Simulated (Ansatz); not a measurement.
The starting structures come from a database of crystals and need not be the phases stable at ambient conditions.

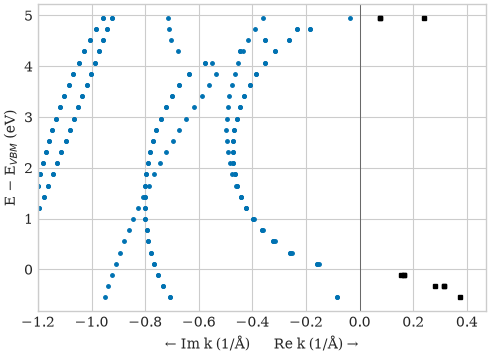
*Complex bands at the centre of the two-dimensional zone; r2SCAN in Ansatz (an electronic-structure program)*

The gap is the functional's own, uncorrected, and κ follows it; spin-orbit coupling is left out. Mid-gap values are interpolated between the computed energies.

Q: This is Si(CN2)2 (Pn-3m, not sure to be the ambient phase, 14 atoms a cell, 21.3 Å³ an atom, -2 GPa at this level) along the normal of (001). Read off the slowest decay at the centre of the two-dimensional zone at 2.31 eV, the computed energy nearest the middle of the gap.

A: κ ≈ 0.47 1/Å, a decay length 1/(2κ) of the density of 1.1 Å.
